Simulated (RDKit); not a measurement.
## B2N2H6: property calculation

System: B2N2H6, SMILES NBBN.
Method: EHT (RDKit 2026.09.1).

The geometry comes from this level: GFN2-xTB.

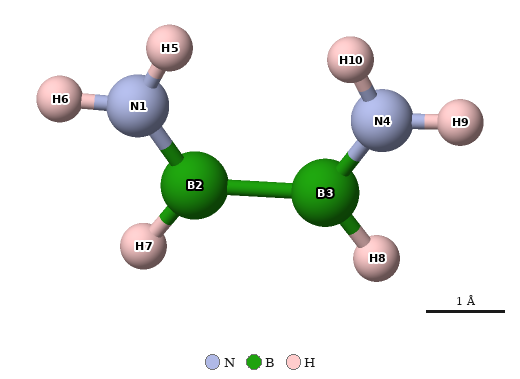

**Figure 1.** The input geometry (ball-and-stick view, seen at a tilt; atoms are numbered from 1 in the order of the input).

Input file (run.py)
```python
import json
import numpy as np
from rdkit import Chem
from rdkit.Chem import AllChem
from rdkit.Chem import rdDetermineBonds
from rdkit.Chem import rdEHTTools

m = Chem.MolFromXYZFile("mol.xyz")
symbols = [a.GetSymbol() for a in m.GetAtoms()]
start = m.GetConformer().GetPositions().copy()

ok, res = rdEHTTools.RunMol(m, keepOverlapAndHamiltonianMatrices=True)
if not ok:
    raise RuntimeError("the extended Hueckel run failed")
eps = np.array(res.GetOrbitalEnergies())
nel = res.numElectrons
homo = (nel + 1) // 2 - 1
print(f"{res.numOrbitals} orbitals, {nel} valence electrons, sum of one-electron energies {res.totalEnergy:.4f} eV")
for i in range(max(0, homo - 8), min(len(eps), homo + 4)):
    print(f"{i + 1:4d} {eps[i]:10.4f} eV", "(HOMO)" if i == homo else "(LUMO)" if i == homo + 1 else "")
q = np.array(res.GetAtomicCharges())
print("Mulliken charges:", " ".join(f"{a}{i + 1}={c:+.3f}" for i, (a, c) in enumerate(zip(symbols, q))))
op = res.GetReducedOverlapPopulationMatrix()
pairs = [(k, i, op[i * (i + 1) // 2 + k]) for i in range(len(symbols)) for k in range(i) if abs(op[i * (i + 1) // 2 + k]) > 0.1]
print("reduced overlap populations above 0.1")
for k, i, p in pairs:
    print(f"  {symbols[k]}{k + 1}-{symbols[i]}{i + 1} {p:7.3f}")
json.dump(dict(symbols=symbols, start=start.tolist(), energy=res.totalEnergy * 23.060548, homo=eps[homo], lumo=eps[homo + 1] if homo + 1 < len(eps) else None, orbital_energies=eps.round(4).tolist(), charges_mulliken=q.tolist(), bond_orders=[[k + 1, i + 1, round(p, 4)] for k, i, p in pairs], nel=nel), open("results.json", "w"))
```

File mol.xyz
```
10

N      0.529270     1.485020     0.486590
B      0.107280     0.289210     1.053200
B     -0.372290    -1.025670     0.113020
N     -0.349390    -0.986740    -1.275580
H      0.579120     1.651760    -0.505740
H      0.823910     2.291010     1.015250
H      0.119440     0.287120     2.235670
H     -0.753990    -2.053080     0.558450
H     -0.629150    -1.751900    -1.869030
H     -0.054210    -0.186740    -1.811830
```

Run as:
```bash
python run.py
```

The program's output
```
22 orbitals, 22 valence electrons, sum of one-electron energies -391.3298 eV
   3   -19.0558 eV
   4   -17.1168 eV
   5   -16.8179 eV
   6   -16.3293 eV
   7   -14.8883 eV
   8   -14.4647 eV
   9   -13.8678 eV
  10   -13.6960 eV
  11   -12.0084 eV (HOMO)
  12    -8.4700 eV (LUMO)
  13    -4.5014 eV
  14     2.0849 eV
Mulliken charges: N1=-0.658 B2=+0.456 B3=+0.456 N4=-0.659 H5=+0.221 H6=+0.221 H7=-0.240 H8=-0.240 H9=+0.221 H10=+0.221
reduced overlap populations above 0.1
  N1-B2   0.893
  B2-B3   0.888
  B3-N4   0.893
  N1-H5   0.732
  N1-H6   0.729
  B2-H7   0.791
  B3-H8   0.790
  N4-H9   0.729
  N4-H10   0.732
```

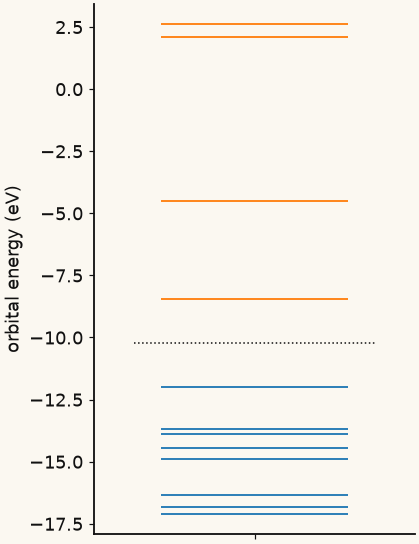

**Figure 2.** Orbital energies near the frontier; the dotted line parts filled from empty levels, and levels within 0.02 eV of each other stand side by side. Highest filled −12.01 eV, lowest empty −8.47 eV, 3.54 eV apart.

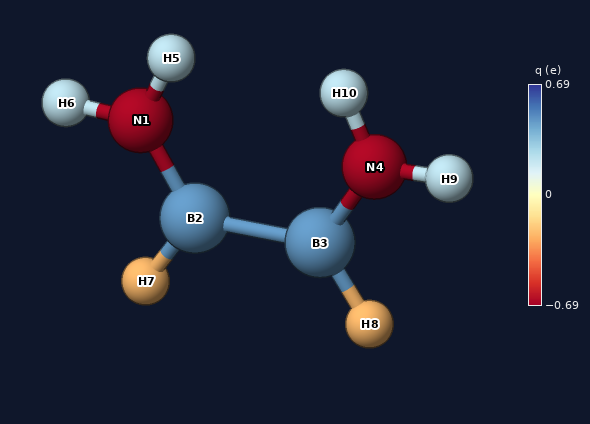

**Figure 3.** Mulliken charges, as the colour of each atom (ball-and-stick view, seen at a tilt; atoms are numbered from 1 in the order of the input). By element: N −0.66, B +0.46 and H −0.24 to +0.22 e.

Results in brief

| quantity | value |
| --- | --- |
| outcome | converged |
| total energy | −14.381105 hartree |
| HOMO | −12.01 eV |
| LUMO | −8.47 eV |
| hardware | 1 thread of Intel Xeon (Sapphire Rapids), 16 GiB of memory available, shared host |
| peak memory | 0.072 GiB |
